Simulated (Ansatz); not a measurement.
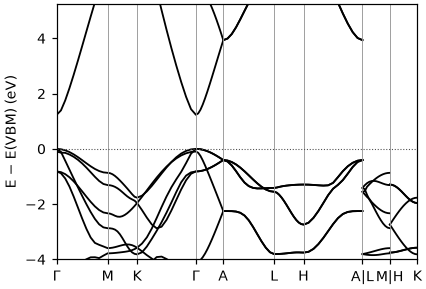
Band structure from r²SCAN in the plane-wave PAW code Ansatz

### Question
Read off the gap and where the band edges lie.

### Answer
About 1.2 eV (1.23 eV by a search for the band edges); maximum at Γ, minimum at Γ.

The material is ZnO (wurtzite, P6_3mc).

Symmetry was held in the r²SCAN relaxation.

Potentials: the earlier of the program's two PAW sets.
